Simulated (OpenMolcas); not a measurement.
# W³⁺ among point charges: CASSCF and CASPT2 levels and susceptibility

Aim: the splitting of the states of W³⁺ in the field of 8 point charges, its lowest levels with spin-orbit coupling and its magnetic susceptibility.

Program: OpenMolcas 26.06. Level of theory: state-averaged CASSCF and CASPT2, spin-orbit coupling by RASSI with atomic mean-field integrals. These are calculated values, not measurements, unless marked.

## Step 1: What is computed

- Species: W³⁺ (tungsten, Z = 74, 71 electrons)
- Basis: ANO-RCC-VDZP [7s6p4d2f1g], 68 functions
- Scalar Hamiltonian: DKH2, point nucleus
- Inactive shells: 1s 2s 2p 3s 3p 3d 4s 4p 4d 4f 5s 5p
- Active space: 3 electrons in 5 orbitals (5d)
- Some configurations of this space: 5d3
- Orbitals: optimised for each spin and parity, averaged over all roots

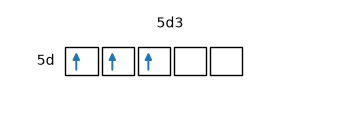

Outer shells as boxes.

The ion sits among 8 point charges of -1.2 e arranged as a cube (Oh), 2.17 Å from the ion.

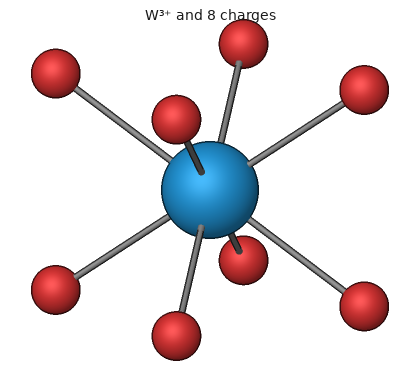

The ion and the point charges (red).

Each step is its own input file, run in one work folder so that later steps find the files of earlier ones. Labels, J, g values, rates, χT and fits are worked out afterwards by a script from the matrices that RASSI stores. The input lists half of the charges; inversion (Group=XYZ) makes the rest.

## Step 2: One- and two-electron integrals

Contents of a.inp:

```
&GATEWAY
Coord
1

W 0.0 0.0 0.0
Basis=ANO-RCC-VDZP
Group=XYZ
NoMove
AngMom=0.0 0.0 0.0
AMFI
XField
4 Angstrom 0
1.252850 1.252850 1.252850 -1.200000
1.252850 1.252850 -1.252850 -1.200000
1.252850 -1.252850 1.252850 -1.200000
1.252850 -1.252850 -1.252850 -1.200000
&SEWARD
```

Launch:

```console
$ OMP_NUM_THREADS=1 MOLCAS_MEM=1689 MOLCAS_PROJECT=a pymolcas a.inp > a.log
```

The log of the run:

```text
Basis set label: W.ANO-RCC...7S6P4D2F1G.

      Electronic valence basis set:
      ------------------
      Associated Effective Charge  74.000000 au
      Associated Actual Charge     74.000000 au
      Nuclear Model: Point charge

      Shell  nPrim  nBasis  Cartesian Spherical Contaminant
         s      24       7        X
         p      21       6        X
         d      15       4                 X
         f      11       2                 X
         g       4       1                 X
                  Relativistic Douglas-Kroll-Hess integrals:
                    - DKH order of Hamiltonian: 2
                    - DKH order of Properties : 0
                  Atomic mean-field integrals
```

## Step 3: Reference wave functions, quartets of even parity, 10 roots

Contents of a.inp:

```
&RASSCF
FileOrb=start.orb
Symmetry=1
Spin=4
nActEl=3 0 0
Inactive=15 19
Ras2=5 0
CIRoot=10 10 1
SDav=10
CIMx=300
Iter=120 100
PrWF=0.3
OrbListing=Nothing
MaxOrb=0
>>> COPY $Project.JobIph JOB001
```

Launch:

```console
$ OMP_NUM_THREADS=1 MOLCAS_MEM=1689 MOLCAS_PROJECT=a pymolcas a.inp > a.log
```

start.orb holds the contracted functions of the basis, ordered by shell, or the orbitals of the step before.

The log of the run (excerpt; [...] marks lines left out):

```text
[...]
      Number of active orbitals                  5
[...]
      Spin quantum number                      1.5
[...]
      Active orbitals                            5   0
[...]
      Number of CSFs                            10
      Number of root(s) required                10
[...]
      Convergence after 10 iterations
[...]
      Natural orbitals and occupation numbers for root  1
      sym 1:   0.937126   0.062874   0.937126   0.062874   1.000000
      Natural orbitals and occupation numbers for root  2
      sym 1:   0.060202   0.060202   0.939798   0.939798   1.000000
      Natural orbitals and occupation numbers for root  3
      sym 1:   0.070732   0.929268   1.000000   0.070732   0.929268
::    RASSCF root number  1 Total energy: -16132.71919998
::    RASSCF root number  2 Total energy: -16132.71919998
::    RASSCF root number  3 Total energy: -16132.71919998
[...]
::    RASSCF root number  7 Total energy: -16132.65043376
::    RASSCF root number  8 Total energy: -16132.64205134
::    RASSCF root number  9 Total energy: -16132.64205134
::    RASSCF root number 10 Total energy: -16132.64205134
```

## Step 4: Reference wave functions, doublets of even parity, 40 roots

Contents of a.inp:

```
&RASSCF
FileOrb=start.orb
Symmetry=1
Spin=2
nActEl=3 0 0
Inactive=15 19
Ras2=5 0
CIRoot=40 40 1
SDav=40
CIMx=300
Iter=120 100
PrWF=0.3
OrbListing=Nothing
MaxOrb=0
>>> COPY $Project.JobIph JOB002
```

The log of the run (excerpt; [...] marks lines left out):

```text
[...]
      Number of active orbitals                  5
[...]
      Spin quantum number                      0.5
[...]
      Active orbitals                            5   0
[...]
      Number of CSFs                            40
      Number of root(s) required                40
[...]
      Convergence after  8 iterations
[...]
      Natural orbitals and occupation numbers for root  1
      sym 1:   0.046055   0.031090   1.907967   0.019737   0.995151
      Natural orbitals and occupation numbers for root  2
      sym 1:   0.018533   0.033497   0.995151   0.044851   1.907967
      Natural orbitals and occupation numbers for root  3
      sym 1:   0.069347   0.275095   0.534848   0.724373   1.396337
::    RASSCF root number  1 Total energy: -16132.69272637
::    RASSCF root number  2 Total energy: -16132.69272637
::    RASSCF root number  3 Total energy: -16132.66218531
[...]
::    RASSCF root number 27 Total energy: -16132.58983675
::    RASSCF root number 28 Total energy: -16132.58983675
::    RASSCF root number 29 Total energy: -16132.58098897
::    RASSCF root number 30 Total energy: -16132.58098897
```

## Step 5: RASSI: spin-orbit coupling between the states

Contents of a.inp:

```
&RASSI
NrOfJobIphs=2 10 40
1 2 3 4 5 6 7 8 9 10
1 2 3 4 5 6 7 8 9 10 11 12 13 14 15 16 17 18 19 20 21 22 23 24 25 26 27
28 29 30 31 32 33 34 35 36 37 38 39 40
IphNames
JOB001
JOB002
EJob
SpinOrbit
DIPRint=1.0
SOCoupling=1000.0
Subsets=2
Property=9
'ANGMOM' 1 'ANGMOM' 2 'ANGMOM' 3 'MLTPL  1' 1 'MLTPL  1' 2 'MLTPL  1' 3
'AMFI' 1 'AMFI' 2 'AMFI' 3
SOProperty=3
'ANGMOM' 1 'ANGMOM' 2 'ANGMOM' 3
```

Launch:

```console
$ OMP_NUM_THREADS=1 MOLCAS_MEM=1689 MOLCAS_PROJECT=a pymolcas a.inp > a.log
```

The log of the run:

```text
SPIN-FREE ENERGIES:
  (Shifted by EMIN (a.u.) =     -16132.7191999789)

 SF State       Relative EMIN(au)   Rel lowest level(eV)    D:o, cm**(-1)      L_eff

     1             0.0000000000        0.0000000000              0.0000         2.9
     2             0.0000000000        0.0000000000              0.0000         2.9
     3             0.0000000000        0.0000000000              0.0000         2.9
    11             0.0264736052        0.7203834968           5810.2847         3.9
    12             0.0264736052        0.7203834968           5810.2847         3.9
     6             0.0317178292        0.8630861015           6961.2589         3.0
     4             0.0317178292        0.8630861015           6961.2589         3.0
     5             0.0317178292        0.8630861015           6961.2589         3.0
    13             0.0570146664        1.5514481092          12513.2729         3.8
    14             0.0570146664        1.5514481092          12513.2729         3.8
    15             0.0570146664        1.5514481092          12513.2729         3.8
    16             0.0570432630        1.5522262614          12519.5491         4.5
    17             0.0570432630        1.5522262614          12519.5491         4.5
    18             0.0570432630        1.5522262614          12519.5491         4.5
     7             0.0687662188        1.8712241417          15092.4405         3.0
    19             0.0737660562        2.0072766468          16189.7780         2.8
    20             0.0737660562        2.0072766468          16189.7780         2.8
    21             0.0737660562        2.0072766468          16189.7780         2.8
     8             0.0771486382        2.0993213912          16932.1689         1.1
     9             0.0771486382        2.0993213912          16932.1689         1.1
    10             0.0771486382        2.0993213912          16932.1689         1.1
    22             0.0863190713        2.3488615894          18944.8464         4.0
    23             0.0910601109        2.4778718501          19985.3843         4.4
    24             0.0910601109        2.4778718501          19985.3843         4.4
    25             0.0910601109        2.4778718501          19985.3843         4.4
    26             0.0985523571        2.6817462545          21629.7422         4.5
    27             0.0985523571        2.6817462545          21629.7422         4.5
    28             0.0985523571        2.6817462545          21629.7422         4.5
    29             0.1059527972        2.8831224875          23253.9511         4.0
    30             0.1059527972        2.8831224875          23253.9511         4.0
    31             0.1171203947        3.1870082979          25704.9555         3.1
    32             0.1171203947        3.1870082979          25704.9555         3.1
    33             0.1171203947        3.1870082979          25704.9555         3.1
    34             0.1221246490        3.3231809953          26803.2623         4.2
    35             0.1221246490        3.3231809953          26803.2623         4.2
    36             0.1221246490        3.3231809953          26803.2623         4.2
    37             0.1293632259        3.5201527058          28391.9463         3.6
    38             0.1293632259        3.5201527058          28391.9463         3.6
    39             0.1382110070        3.7609130938          30333.8098         3.0
    40             0.1382110070        3.7609130938          30333.8098         3.0
Eigenvalues of complex Hamiltonian:
   -----------------------------------
  (Shifted by EMIN (a.u.) =     -16132.7191999789)

 SO State       Relative EMIN(au)   Rel lowest level(eV)    D:o, cm**(-1)     J-value

     1            -0.0272067583        0.0000000001              0.0000         1.6
     2            -0.0272067583        0.0000000001              0.0000         1.6
     3            -0.0272067583        0.0000000000              0.0000         1.7
     4            -0.0272067583        0.0000000000              0.0000         1.8
     5            -0.0141888718        0.3542347370           2857.0958         2.1
     6            -0.0141888718        0.3542347370           2857.0958         2.1
     7            -0.0027672223        0.6650336525           5363.8581         2.5
     8            -0.0027672223        0.6650336525           5363.8581         2.5
     9            -0.0027672223        0.6650336526           5363.8581         2.6
    10            -0.0027672223        0.6650336526           5363.8581         2.6
    11             0.0093128050        0.9937479409           8015.1177         3.2
    12             0.0093128050        0.9937479409           8015.1177         3.2
    13             0.0157841834        1.1698431185           9435.4211         2.8
    14             0.0157841834        1.1698431183           9435.4211         2.6
    15             0.0157841834        1.1698431183           9435.4211         2.6
    16             0.0157841834        1.1698431185           9435.4211         2.8
    17             0.0204384979        1.2964934697          10456.9250         2.9
    18             0.0204384979        1.2964934697          10456.9250         2.8
    19             0.0204384979        1.2964934697          10456.9250         2.9
    20             0.0204384979        1.2964934697          10456.9250         2.9
    21             0.0205057364        1.2983231206          10471.6822         2.7
    22             0.0205057364        1.2983231206          10471.6822         2.7
    23             0.0280628698        1.5039631962          12130.2812         3.1
    24             0.0280628698        1.5039631962          12130.2812         3.1
    25             0.0372210523        1.7531700397          14140.2700         3.1
    26             0.0372210523        1.7531700398          14140.2700         3.3
    27             0.0372210523        1.7531700398          14140.2700         3.4
    28             0.0372210523        1.7531700397          14140.2700         3.1
    29             0.0472337532        2.0256295097          16337.8038         2.1
    30             0.0472337532        2.0256295097          16337.8038         2.1
    31             0.0494581779        2.0861591911          16826.0086         2.2
    32             0.0494581779        2.0861591911          16826.0086         2.2
    33             0.0494581779        2.0861591911          16826.0086         2.2
    34             0.0494581779        2.0861591911          16826.0086         2.2
    35             0.0528921604        2.1796026141          17579.6807         3.1
    36             0.0528921604        2.1796026141          17579.6807         3.1
    37             0.0528921604        2.1796026143          17579.6807         3.4
    38             0.0528921604        2.1796026143          17579.6807         3.4
    39             0.0532477451        2.1892785653          17657.7225         2.8
    40             0.0532477451        2.1892785653          17657.7225         2.8
    41             0.0567479428        2.2845237972          18425.9271         3.0
Weights of the five most important spin-orbit-free states for each spin-orbit state.

 SO State  Total energy (au)           Spin-free states, spin, and weights
 -------------------------------------------------------------------------------------------------------
    1        -0.027207       3 1.5  0.4597    1 1.5  0.1344    2 1.5  0.1337   12 0.5  0.0886    5 1.5  0.0494
    2        -0.027207       3 1.5  0.4575    2 1.5  0.1453    1 1.5  0.1250   12 0.5  0.0867    5 1.5  0.0452
    3        -0.027207       2 1.5  0.3606    1 1.5  0.3404   11 0.5  0.0892    6 1.5  0.0498    4 1.5  0.0368
    4        -0.027207       1 1.5  0.3706    2 1.5  0.3309   11 0.5  0.0861    6 1.5  0.0507    4 1.5  0.0361
    5        -0.014189       2 1.5  0.3115    1 1.5  0.3115    3 1.5  0.3115    6 1.5  0.0149    4 1.5  0.0149
    6        -0.014189       1 1.5  0.3115    2 1.5  0.3115    3 1.5  0.3115    6 1.5  0.0149    4 1.5  0.0149
    7        -0.002767       3 1.5  0.4923    1 1.5  0.1956    2 1.5  0.1123    5 1.5  0.0698    4 1.5  0.0481
    8        -0.002767       3 1.5  0.5026    1 1.5  0.1690    2 1.5  0.1286    5 1.5  0.0670    4 1.5  0.0496
    9        -0.002767       2 1.5  0.4267    1 1.5  0.3383    6 1.5  0.0687    4 1.5  0.0487    3 1.5  0.0352
   10        -0.002767       2 1.5  0.3993    1 1.5  0.3641    6 1.5  0.0699    4 1.5  0.0452    3 1.5  0.0368
   11         0.009313       2 1.5  0.2923    1 1.5  0.2923    3 1.5  0.2923   22 0.5  0.0465    5 1.5  0.0167
   12         0.009313       2 1.5  0.2923    1 1.5  0.2923    3 1.5  0.2923   22 0.5  0.0465    5 1.5  0.0167
```

These steps took 10 s in all on 1 thread, shared host.

Spin-free states, with their symmetry labels:

```tsv
state	degeneracy	E (cm-1)	free-ion L (%)
4T1	3	0	F (96)
2E	2	5810	G (48)
4T2	3	6961	F (100)
2T2	3	12513	G (69)
2T1	3	12520	G (56)
4A2	1	15092	F (100)
2T1	3	16190	P (64)
4T1	3	16932	P (96)
2A1	1	18945	G (100)
2T2	3	19985	H (60)
2T1	3	21630	H (68)
2E	2	23254	H (56)
2T2	3	25705	D (71)
2T1	3	26803	H (53)
2E	2	28392	G (50)
2T2	3	30334	F (88)
2A2	1	33323	F (100)
2T1	3	33841	F (68)
2E	2	48705	D (99)
2T2	3	49406	D (86)
```

With spin-orbit coupling:

```csv
E (cm-1),Degeneracy,Label,2S+1,g
0.0,4,Γ8,4,
2857,2,Γ7,4,1.77 1.77 1.77
5364,4,Γ8,4,
8015,2,Γ6,4,2.95 2.95 2.95
9435,4,Γ8,4,
10457,4,Γ8,4,
10472,2,Γ7,4,3.35 3.35 3.35
12130,2,Γ6,4,1.09 1.09 1.09
14140,4,Γ8,4,
16338,2,Γ6,2,1.93 1.93 1.93
16826,4,Γ8,2,
17580,4,Γ8,2,
17658,2,Γ7,2,2.21 2.21 2.21
18426,2,Γ6,2,0.36 0.36 0.36
20134,4,Γ8,2,
22455,4,Γ8,4,
22737,2,Γ6,2,1.68 1.68 1.68
22950,2,Γ7,4,2.43 2.43 2.43
23770,4,Γ8,4,
25520,4,Γ8,2,
25681,2,Γ6,2,1.42 1.42 1.42
27368,4,Γ8,2,
27659,2,Γ7,2,2.94 2.94 2.94
27729,2,Γ6,2,2.81 2.81 2.81
```

Principal g values are given for doublets only; a zero marks a field direction without first-order Zeeman splitting.

Powder χT (cm³ K/mol): 0.13 at 2 K, 0.13 at 5 K, 0.13 at 10 K, 0.13 at 20 K, 0.14 at 50 K, 0.15 at 100 K, 0.16 at 150 K, 0.16 at 200 K, 0.17 at 250 K, 0.18 at 300 K.

A ligand-field fit to the states below 45000 cm-1 gives 10Dq = -8240 cm-1, B = 721 cm-1 and C = 2935 cm-1 (C/B = 4.07), with a deviation of 153 cm-1.

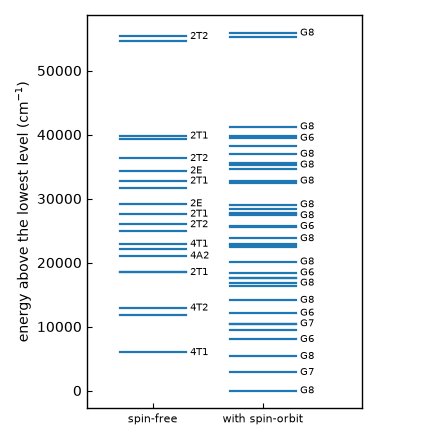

The states in the field without (left) and with (right) spin-orbit coupling.

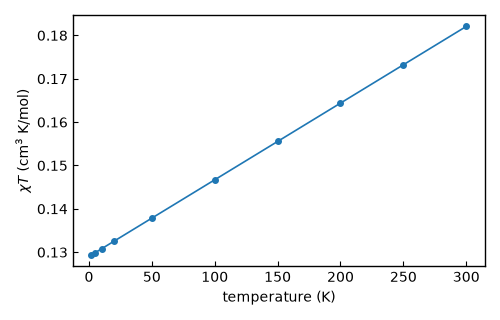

χT against temperature.

Orbitals of the lowest block (energies include the constant potential of the surroundings):

```tsv
shell	space	energy (hartree)	mean occupation	⟨r²⟩ (bohr²)
1s	inactive	-2562.3422	2.000	0.000431
2s	inactive	-446.6886	2.000	0.00704
2p	inactive	-392.0279	6.000	0.00582
3s	inactive	-104.1966	2.000	0.0460
3p	inactive	-87.6077	6.000	0.0466
3d	inactive	-67.7333	10.000	0.0390
4s	inactive	-21.6870	2.000	0.229
4p	inactive	-16.1168	6.000	0.259
4d	inactive	-8.7670	10.000	0.304
4f	inactive	-0.5859	14.000	0.444
5s	inactive	-2.1801	2.000	1.31
5p	inactive	-0.6720	6.000	1.75
5d	RAS2		3.000	3.88
```

## Step 6: CASPT2: IPEA 0.25, imaginary shift 0.1 (closed shells correlated: 4f 5s 5p)

Contents of a.inp:

```
>>> COPY JOB001 $Project.JobIph
&CASPT2
Multistate=10 1 2 3 4 5 6 7 8 9 10
NoMult
Frozen=14 9
IPEA=0.25
Imaginary=0.1
MaxIter=60
WThr=0.0 0.3 0.05
PrWF=0.5
NoMix
>>> COPY JOB002 $Project.JobIph
&CASPT2
Multistate=40 1 2 3 4 5 6 7 8 9 10 11 12 13 14 15 16 17 18 19 20 21 22
23 24 25 26 27 28 29 30 31 32 33 34 35 36 37 38 39 40
NoMult
Frozen=14 9
IPEA=0.25
Imaginary=0.1
MaxIter=60
WThr=0.0 0.3 0.05
PrWF=0.5
NoMix
```

Launch:

```console
$ OMP_NUM_THREADS=1 MOLCAS_MEM=1689 MOLCAS_PROJECT=a pymolcas a.inp > a.log
```

The log of the run (excerpt; [...] marks lines left out):

```text
[...]
      Active orbitals                            5   0
[...]
      E2 (Variational):          -0.7762452001
      Total energy:          -16133.4954451790
[...]
::    CASPT2 Root  1     Total energy: -16133.49544518
::    CASPT2 Root  2     Total energy: -16133.49541011
[...]
::    CASPT2 Root 27     Total energy: -16133.37216149
::    CASPT2 Root 28     Total energy: -16133.37230112
::    CASPT2 Root 29     Total energy: -16133.37031063
::    CASPT2 Root 30     Total energy: -16133.37047250
```

This run: 7.3 s of run time, 1 thread, shared host.

SS-CASPT2: lowest energy less the reference's lowest, -0.7763 hartree; reference weights 0.902 to 0.924.

States without spin-orbit coupling:

```tsv
state	degeneracy	E (cm-1)	free-ion L (%)
4T1	3	0	F (96)
2E	2	5395	G (48)
4T2	3	7022	F (100)
2T2	3	11382	G (69)
2T1	3	11820	G (56)
2T1	3	13351	P (64)
4A2	1	15403	F (100)
4T1	3	15748	P (96)
2A1	1	17689	G (100)
2T2	3	18907	H (60)
2T1	3	20916	H (68)
2E	2	21856	H (56)
2T2	3	23676	D (71)
2T1	3	25546	H (53)
2E	2	27048	G (50)
2T2	3	27455	F (88)
2A2	1	30181	F (100)
2T1	3	30947	F (68)
2E	2	44506	D (99)
2T2	3	45159	D (86)
```

With spin-orbit coupling:

```tsv
E (cm-1)	Degeneracy	Label	2S+1	g
0	4	Γ8	4	
2960	2	Γ7	4	1.76 1.76 1.76
5450	4	Γ8	4	
8060	2	Γ6	4	3.01 3.01 3.01
9020	4	Γ8	2	
10380	4	Γ8	4	
10390	2	Γ7	4	3.23 3.23 3.23
12050	2	Γ6	4	1.15 1.15 1.15
13940	4	Γ8	4	
14540	2	Γ6	2	1.86 1.86 1.86
15320	4	Γ8	2	
16890	2	Γ7	2	2.32 2.32 2.32
17240	4	Γ8	2	
17930	2	Γ6	2	0.59 0.59 0.59
19730	4	Γ8	2	
21260	2	Γ6	4	1.86 1.86 1.86
21790	4	Γ8	4	
21860	2	Γ7	4	2.42 2.42 2.42
22940	4	Γ8	4	
24160	4	Γ8	2	
24280	2	Γ6	2	1.48 1.48 1.48
26130	4	Γ8	2	
26650	2	Γ7	2	2.92 2.92 2.92
27110	2	Γ6	2	2.75 2.75 2.75
```

Powder χT (cm³ K/mol): 0.13 at 2 K, 0.13 at 5 K, 0.13 at 10 K, 0.13 at 20 K, 0.13 at 50 K, 0.14 at 100 K, 0.15 at 150 K, 0.16 at 200 K, 0.17 at 250 K, 0.18 at 300 K.

A ligand-field fit to the states below 45000 cm-1 gives 10Dq = -8175 cm-1, B = 619 cm-1 and C = 2770 cm-1 (C/B = 4.48), with a deviation of 495 cm-1.

## Step 7: The methods side by side

A. CASSCF
B. SS-CASPT2, IPEA 0.25, imaginary shift 0.1 (closed shells correlated: 4f 5s 5p)

```tsv
method	ground state	first state of that spin (cm-1)	first gap with spin-orbit (cm-1)	χT at 300 K
A	4T1	4T2 6961	2857.1	0.18
B	4T1	4T2 7022	2955.9	0.18
```

## Step 8: Outcome

| quantity | value |
| --- | --- |
| method | SS-CASPT2, IPEA 0.25, imaginary shift 0.1 (closed shells correlated: 4f 5s 5p) |
| spin-free ground state | 4T1, 3-fold in its orbital part |
| first state of the same spin within the active space | 4T2 at 7020 cm⁻¹ |
| lowest level | 4-fold Γ8 |
| next level | 2955.9 cm⁻¹ |
| χT at 300 K | 0.18 cm³ K/mol |
| effective moment at 300 K | 1.20 μB |

Cost by method:

```tsv
method	time of its own steps	time with the reference
A. CASSCF	10 s	10 s
B. SS-CASPT2, IPEA 0.25, imaginary shift 0.1, +4f 5s 5p	7.3 s	17 s
```

Times are of one thread on a shared host.

In words: The spin-free ground state (4T1) comes to 96 % from free-ion F terms and keeps the highest spin of the shell. χT at 300 K is 0.18, against 1.88 cm³ K/mol for the spin alone, so spin-orbit coupling lowers it. A ligand-field fit to the states below 45000 cm-1 gives 10Dq = -8175 cm-1, B = 619 cm-1 and C = 2770 cm-1 (C/B = 4.48), with a deviation of 495 cm-1. CASPT2 does not keep the components of a term degenerate, and the means are used. The field of point charges can differ much from that of real complexes. Point charges carry no covalency, so the field is a model and not that of real ligands.
